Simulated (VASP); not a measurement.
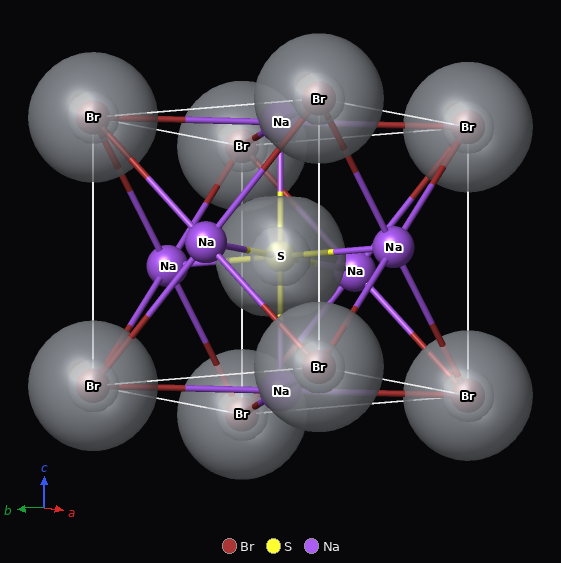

Figure. Na₃SBr. Isosurface of the electron localisation function at 0.8 (grey), seen at an oblique angle. Only the valence region is drawn (cores and ρ < 0.01 e/Å³ removed). Sticks mark near contacts.

Space group Pm-3m; a generated structure, not necessarily the stable one.

Level of theory: Kohn-Sham DFT of a periodic cell, PBEsol, VASP PAW PBE potentials, recommended (VASP).

Core electrons are frozen (PAW), and the valence fields are smoothed inside the atomic spheres.

Q: Identify the bonds, lone pairs and shells in this picture.

A: The surface consists of one region wrapped around Br (its valence shell) and one region wrapped around S (its valence shell), counted in one cell of 5 atoms. Regions shared between cells count once. Along the contacts the grid gives the following. Na–S (2.60 Å): the ELF peaks at about 0.85 in the valence shell of S, 0.8 Å from its nucleus, and falls to about 0 next to Na; a largely ionic contact. Na–Br (3.67 Å): the ELF is about 0.30 at the midpoint and 0 at its lowest between the atoms; a largely ionic contact.
